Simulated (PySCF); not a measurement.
# C₃H₁₀BNO: NMR shifts at several levels of theory, part 2 of 2

PySCF 2.14.0. Atoms count from 0. Earlier steps stand in the parts before.

## 5. NMR shieldings: wB97X-D/pcSseg-2

The job: settings as JSON, then the geometry in Å.

```
{"job": {"kind": "nmr", "xc": "wB97X-D", "basis": "pcSseg-2", "pop": false}, "charge": 0, "multiplicity": 1}
B      2.781136    -0.188601     0.120051
O      1.210146    -0.453976     0.260773
C      0.378731     0.338229    -0.200720
N     -0.934145     0.158285    -0.095037
C     -1.864673     1.109860    -0.652689
C     -1.477519    -0.997399     0.584377
H      3.210390    -1.149485    -0.501649
H      2.870817     0.877199    -0.493639
H      3.194920    -0.126370     1.268754
H      0.717426     1.245798    -0.729277
H     -2.510031     0.626939    -1.404049
H     -2.507189     1.532953     0.136315
H     -1.318236     1.930012    -1.136195
H     -2.101363    -0.679774     1.434838
H     -0.651327    -1.617036     0.950814
H     -2.099044    -1.588293    -0.106868
```

Method: GIAO wB97X-D/pcSseg-2 NMR shielding, non-relativistic, gas phase.

Log:

```text
coarse grid: 12696 points
cycle   1  E = -275.0535615042  dE =  8.052e-01  |g| = 7.140e-01  |ddm| = 2.441e+00
cycle   2  E = -274.9509576746  dE =  1.026e-01  |g| = 1.099e+00  |ddm| = 9.714e-01
cycle   3  E = -275.1644328590  dE = -2.135e-01  |g| = 7.067e-02  |ddm| = 5.414e-01
cycle   4  E = -275.1652749475  dE = -8.421e-04  |g| = 4.423e-02  |ddm| = 6.250e-02
cycle   5  E = -275.1656516043  dE = -3.767e-04  |g| = 8.594e-03  |ddm| = 2.776e-02
cycle   6  E = -275.1656690570  dE = -1.745e-05  |g| = 3.380e-03  |ddm| = 7.715e-03
cycle   7  E = -275.1656721360  dE = -3.079e-06  |g| = 8.871e-04  |ddm| = 3.561e-03
final grid: 120752 points
cycle   8  E = -275.1693425907  dE = -2.850e-04  |g| = 6.980e-03  |ddm| = 4.999e-02
cycle   9  E = -275.1693451196  dE = -2.529e-06  |g| = 6.383e-03  |ddm| = 8.798e-03
cycle  10  E = -275.1693531936  dE = -8.074e-06  |g| = 1.214e-03  |ddm| = 3.577e-03
cycle  11  E = -275.1693534221  dE = -2.286e-07  |g| = 7.173e-04  |ddm| = 9.131e-04
cycle  12  E = -275.1693535103  dE = -8.819e-08  |g| = 1.637e-04  |ddm| = 4.329e-04
cycle  13  E = -275.1693535157  dE = -5.410e-09  |g| = 4.612e-05  |ddm| = 1.104e-04
cycle  14  E = -275.1693535165  dE = -7.342e-10  |g| = 1.286e-05  |ddm| = 7.390e-05
converged SCF energy = -275.1693535165

GIAO shielding tensors (ppm)
atom      isotropic    diamagn.    paramagn.     s11        s22        s33       span
  0 B      103.372     185.493     -82.121     79.660     84.527    145.929     66.269
  1 O       29.278     400.235    -370.956   -216.092    -27.783    331.708    547.800
  2 C        6.561     255.391    -248.829    -64.159     18.235     65.609    129.768
  3 N      130.757     326.876    -196.119      8.814    184.450    199.009    190.195
  4 C      144.403     239.846     -95.444    122.660    125.693    184.855     62.194
  5 C      150.793     241.782     -90.990    125.350    143.362    183.667     58.317
  6 H       28.015      29.410      -1.394     25.775     26.501     31.770      5.995
  7 H       28.327      29.844      -1.517     26.001     26.360     32.619      6.618
  8 H       28.017      29.414      -1.397     25.774     26.498     31.779      6.006
  9 H       23.335      32.778      -9.443     20.535     22.723     26.745      6.210
 10 H       28.600      28.276       0.324     24.803     26.460     34.537      9.735
 11 H       28.599      28.292       0.307     24.806     26.454     34.538      9.733
 12 H       28.206      29.531      -1.326     24.489     27.126     33.003      8.514
 13 H       29.101      29.247      -0.147     25.033     26.878     35.390     10.357
 14 H       27.010      30.220      -3.209     21.942     27.882     31.207      9.265
 15 H       29.099      29.242      -0.143     25.035     26.870     35.393     10.358
```

Wall time 77 s (8 threads of Intel Xeon Platinum 8259CL at 2.50GHz (Skylake/Cascade Lake), shared host).

This run: δ C2 177.9, C4 40.0, C5 33.6, B0 -3.4, H9 8.02, H6 3.24 ppm (means over like atoms).

## 6. NMR shieldings: KT2/pcSseg-2

The job, as its differences from that of step 5:

```diff
@@ -1,2 +1,2 @@
-{"job": {"kind": "nmr", "xc": "wB97X-D", "basis": "pcSseg-2", "pop": false}, "charge": 0, "multiplicity": 1}
+{"job": {"kind": "nmr", "xc": "KT2", "basis": "pcSseg-2", "pop": false}, "charge": 0, "multiplicity": 1}
 B      2.781136    -0.188601     0.120051
```

With the program's defaults for keys left out, this is: GIAO KT2/pcSseg-2 NMR shielding, non-relativistic, gas phase.

Log:

```text
coarse grid: 12696 points
cycle   1  E = -279.6065543742  dE =  5.355e-01  |g| = 8.132e-01  |ddm| = 2.493e+00
cycle   2  E = -278.5925981575  dE =  1.014e+00  |g| = 2.259e+00  |ddm| = 2.461e+00
cycle   3  E = -279.7364823813  dE = -1.144e+00  |g| = 3.016e-01  |ddm| = 2.063e+00
cycle   4  E = -279.7531636772  dE = -1.668e-02  |g| = 1.669e-01  |ddm| = 2.973e-01
cycle   5  E = -279.7588198094  dE = -5.656e-03  |g| = 6.347e-02  |ddm| = 1.242e-01
cycle   6  E = -279.7596953575  dE = -8.755e-04  |g| = 1.263e-02  |ddm| = 4.383e-02
cycle   7  E = -279.7597322447  dE = -3.689e-05  |g| = 2.362e-03  |ddm| = 8.825e-03
cycle   8  E = -279.7597332354  dE = -9.907e-07  |g| = 1.219e-03  |ddm| = 2.728e-03
final grid: 120752 points
cycle   9  E = -279.7816156410  dE = -4.669e-04  |g| = 8.656e-03  |ddm| = 1.736e-01
cycle  10  E = -279.7815877567  dE =  2.788e-05  |g| = 1.347e-02  |ddm| = 1.496e-02
cycle  11  E = -279.7816256522  dE = -3.790e-05  |g| = 5.710e-03  |ddm| = 1.094e-02
cycle  12  E = -279.7816320710  dE = -6.419e-06  |g| = 9.983e-04  |ddm| = 3.732e-03
cycle  13  E = -279.7816322932  dE = -2.221e-07  |g| = 2.639e-04  |ddm| = 9.290e-04
cycle  14  E = -279.7816323122  dE = -1.908e-08  |g| = 8.117e-05  |ddm| = 3.040e-04
cycle  15  E = -279.7816323137  dE = -1.495e-09  |g| = 1.655e-05  |ddm| = 5.979e-05
cycle  16  E = -279.7816323138  dE = -6.082e-11  |g| = 6.726e-06  |ddm| = 1.555e-05
converged SCF energy = -279.7816323138

GIAO shielding tensors (ppm)
atom      isotropic    diamagn.    paramagn.     s11        s22        s33       span
  0 B      100.923     186.973     -86.050     76.928     80.715    145.125     68.197
  1 O       26.824     397.045    -370.221   -202.599    -27.011    310.084    512.683
  2 C       21.125     255.818    -234.693    -44.569     46.427     61.516    106.085
  3 N      128.511     321.849    -193.338     20.584    177.223    187.727    167.142
  4 C      142.540     238.301     -95.762    121.583    121.684    184.353     62.771
  5 C      149.234     241.474     -92.240    121.380    143.644    182.678     61.298
  6 H       27.668      28.902      -1.234     25.328     26.137     31.539      6.211
  7 H       27.931      29.643      -1.713     25.277     26.185     32.330      7.053
  8 H       27.667      28.914      -1.247     25.326     26.129     31.546      6.219
  9 H       23.104      32.624      -9.519     20.886     22.640     25.788      4.902
 10 H       28.403      27.898       0.505     24.683     26.214     34.311      9.628
 11 H       28.403      27.912       0.490     24.686     26.209     34.313      9.628
 12 H       27.943      29.559      -1.616     24.517     26.873     32.438      7.921
 13 H       28.905      29.008      -0.103     24.904     26.710     35.102     10.199
 14 H       26.752      30.573      -3.820     21.899     27.649     30.708      8.809
 15 H       28.904      29.003      -0.099     24.902     26.704     35.105     10.203
```

Wall time 50 s (8 threads of Intel Xeon Platinum 8259CL at 2.50GHz (Skylake/Cascade Lake), shared host).

In short: δ C2 161.2, C4 39.7, C5 33.0, B0 -2.6, H9 8.07, H6 3.42 ppm (means over like atoms).

## 7. NMR shieldings: HF/pcSseg-2

The job, as its differences from that of step 6:

```diff
@@ -1,2 +1,2 @@
-{"job": {"kind": "nmr", "xc": "KT2", "basis": "pcSseg-2", "pop": false}, "charge": 0, "multiplicity": 1}
+{"job": {"kind": "nmr", "xc": "HF", "basis": "pcSseg-2", "pop": false}, "charge": 0, "multiplicity": 1}
 B      2.781136    -0.188601     0.120051
```

With the program's defaults for keys left out, this is: GIAO HF/pcSseg-2 NMR shielding, non-relativistic, gas phase.

Log:

```text
final grid: 120752 points
cycle   1  E = -273.3535856061  dE =  1.150e+00  |g| = 7.268e-01  |ddm| = 2.464e+00
cycle   2  E = -273.4513693224  dE = -9.778e-02  |g| = 4.904e-01  |ddm| = 6.874e-01
cycle   3  E = -273.4963300125  dE = -4.496e-02  |g| = 9.459e-02  |ddm| = 2.821e-01
cycle   4  E = -273.4988647175  dE = -2.535e-03  |g| = 2.812e-02  |ddm| = 9.546e-02
cycle   5  E = -273.4991030478  dE = -2.383e-04  |g| = 6.157e-03  |ddm| = 2.451e-02
cycle   6  E = -273.4991366545  dE = -3.361e-05  |g| = 2.970e-03  |ddm| = 1.117e-02
cycle   7  E = -273.4991424448  dE = -5.790e-06  |g| = 1.124e-03  |ddm| = 4.599e-03
cycle   8  E = -273.4991434459  dE = -1.001e-06  |g| = 3.460e-04  |ddm| = 2.064e-03
cycle   9  E = -273.4991435248  dE = -7.895e-08  |g| = 1.239e-04  |ddm| = 5.793e-04
cycle  10  E = -273.4991435318  dE = -6.987e-09  |g| = 4.137e-05  |ddm| = 1.488e-04
cycle  11  E = -273.4991435329  dE = -1.112e-09  |g| = 1.302e-05  |ddm| = 6.568e-05
cycle  12  E = -273.4991435330  dE = -9.084e-11  |g| = 3.377e-06  |ddm| = 1.715e-05
converged SCF energy = -273.4991435330

GIAO shielding tensors (ppm)
atom      isotropic    diamagn.    paramagn.     s11        s22        s33       span
  0 B      114.762     181.681     -66.920     95.675     99.111    149.499     53.824
  1 O       66.803     402.700    -335.898   -172.034     18.586    353.856    525.890
  2 C        9.057     252.701    -243.644    -64.017      8.116     83.073    147.090
  3 N      152.477     332.421    -179.944     24.760    206.257    226.415    201.655
  4 C      154.711     236.146     -81.435    135.227    139.092    189.815     54.587
  5 C      160.273     237.590     -77.317    139.175    152.603    189.041     49.866
  6 H       28.634      29.542      -0.908     26.399     27.137     32.365      5.966
  7 H       28.953      29.952      -0.999     26.646     27.163     33.051      6.405
  8 H       28.638      29.547      -0.910     26.392     27.144     32.377      5.985
  9 H       23.734      32.017      -8.283     20.213     23.171     27.818      7.606
 10 H       28.938      28.188       0.749     24.838     26.743     35.231     10.393
 11 H       28.936      28.201       0.735     24.842     26.737     35.230     10.388
 12 H       28.601      29.423      -0.822     24.512     27.376     33.915      9.403
 13 H       29.428      29.051       0.377     25.135     27.074     36.074     10.940
 14 H       27.324      30.159      -2.835     21.902     28.124     31.947     10.044
 15 H       29.425      29.042       0.383     25.136     27.063     36.076     10.940
```

It took 35 s on 8 threads of Intel Xeon Platinum 8259CL at 2.50GHz (Skylake/Cascade Lake), shared host.

This run: δ C2 182.4, C4 36.8, C5 31.2, B0 -0.2, H9 7.95, H13 2.96 ppm (means over like atoms).

## 8. Comparing the runs: NMR shifts

Shifts (ppm) of some atoms, chosen among heavy atoms and hydrogens apart, means over like atoms, with basis size and wall time:

| run | C2 | C4 | H9 | H6 | B0 | O1 | N3 | functions | time |
| --- | --- | --- | --- | --- | --- | --- | --- | --- | --- |
| PBE0/pcSseg-2 | 174.5 | 39.8 | 8.05 | 3.29 | -3.0 | 303.8 | 132.1 | 356 | 59 s |
| PBE/pcSseg-2 | 167.7 | 40.7 | 8.13 | 3.43 | -3.9 | 315.9 | 139.6 | 356 | 48 s |
| wB97X-D/pcSseg-2 | 177.9 | 40.0 | 8.02 | 3.24 | -3.4 | 297.6 | 129.3 | 356 | 77 s |
| KT2/pcSseg-2 | 161.2 | 39.7 | 8.07 | 3.42 | -2.6 | 297.5 | 131.6 | 356 | 50 s |
| HF/pcSseg-2 | 182.4 | 36.8 | 7.95 | 2.94 | -0.2 | 259.5 | 108.3 | 356 | 35 s |

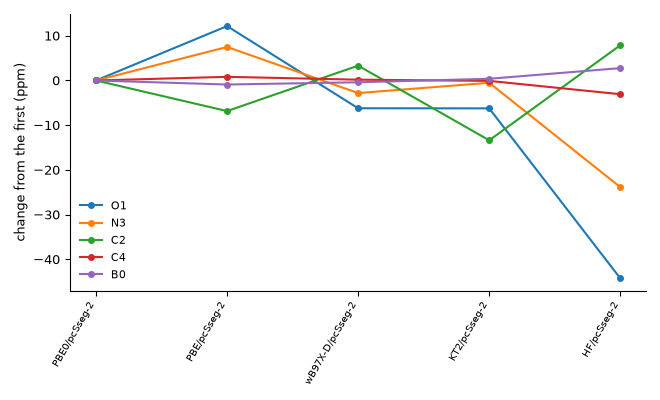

How five of the tabulated atoms move from run to run.

## 9. Summary of results

The summary covers parts 1 to 2.

| quantity | value |
| --- | --- |
| point group | Cs |
| rotational constants (main isotopes) | 7.97, 1.99, 1.65 GHz |
| 13C shifts against TMS (PBE0/pcSseg-2) | 174.5, 39.8, 33.3 ppm |
| 1H shifts against TMS (PBE0/pcSseg-2, means over atoms taken as alike) | 8.05, 3.29, 2.95, 2.90 ppm |
| 11B shifts against BF3·OEt2 (PBE0/pcSseg-2) | -3.0 ppm |
| 17O shifts against H2O (PBE0/pcSseg-2) | 303.8 ppm |
| 15N shifts against NH3 (PBE0/pcSseg-2) | 132.1 ppm |
| range of the shift of O1 | 259.5 to 315.9 ppm |

What this shows: Single values in the summary come from the first sound run of each kind (PBE0/pcSseg-2), which need not be the best level. Over 6 steps the energy fell by 0.068 eV; of the close pairs, B0–H7 changed most, 1.198 to 1.233 Å. At PBE0/pcSseg-2: The widest tensor belongs to O1: span 547 ppm, with a paramagnetic part of -375 ppm. Across the 5 runs the shift of O1 moves most, between 259.5 (HF/pcSseg-2) and 315.9 ppm (PBE/pcSseg-2).
